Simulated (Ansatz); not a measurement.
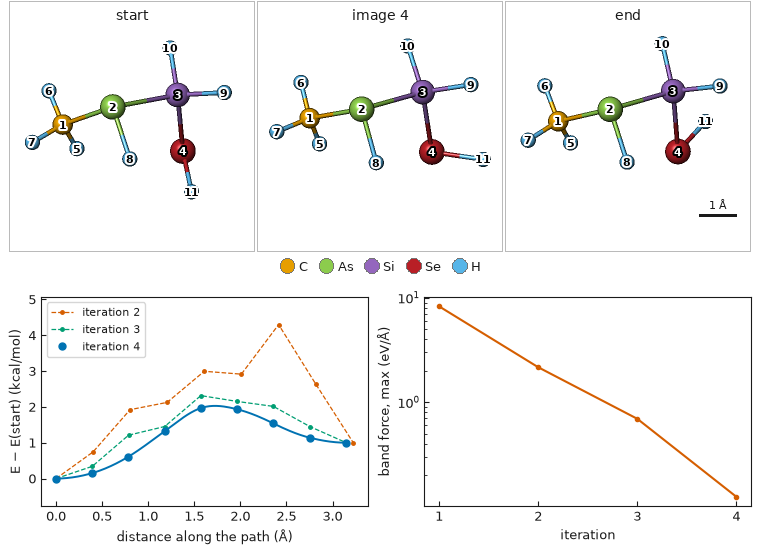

NEB run on CH$_{7}$AsSeSi. Images are numbered from 0 (start) to 8 (end). The plot follows the band through its iterations. A ball-and-stick model, seen from a free direction.

These are results of RKS PBE0-D4/def2-SVP (Ansatz), not measurements. Set-up: 7 movable images; climbing image; force threshold 0.5 eV/Å; iteration limit 58; starting path through a guess of the saddle point.

Did the band converge, and can the barrier be trusted?

Answer. The run is converged, with reservations. The band converged in 4 iterations. The largest component of the band force went from 8.3 to 0.12 eV/Å. The climbing image converged on the top of the path. Its curvatures weren't checked. The force threshold is loose. The first iteration put the highest image at 25.29 kcal/mol. Forward barrier 1.97 kcal/mol, backward barrier 0.97 kcal/mol, with image 4 at the top; the reaction energy is +1.00 kcal/mol.
